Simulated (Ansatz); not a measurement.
Response to strain in MoS2

The parent structure is MoS2 in the 2H-MoS2 type structure (space group P6_3/mmc, No. 194; a = 3.173 Å, c = 12.437 Å; layered, stacked along the Cartesian z axis). Axes: x lies along a and z along c of the hexagonal cell.

Strains are applied to the cell and any free atomic positions relax; under biaxial strain the out-of-plane vector relaxes too.

The values are results of DFT with r2SCAN+rVV10, PAW potentials and a 500 eV plane-wave cutoff in Ansatz (a first-principles code), scalar-relativistic without spin-orbit coupling, not measurements.

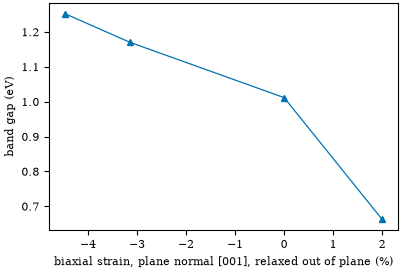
Band gap against biaxial strain, plane normal [001], relaxed out of plane

Q: From the plot, what is the band gap for biaxial strain +2.00 %, plane normal [001], relaxed out of plane?

A: About 0.66 eV.

Q: Is the trend monotonic over the range shown?

A: Yes, it falls throughout, spanning 0.66 eV to 1.25 eV.

Stability against distortions was not tested.
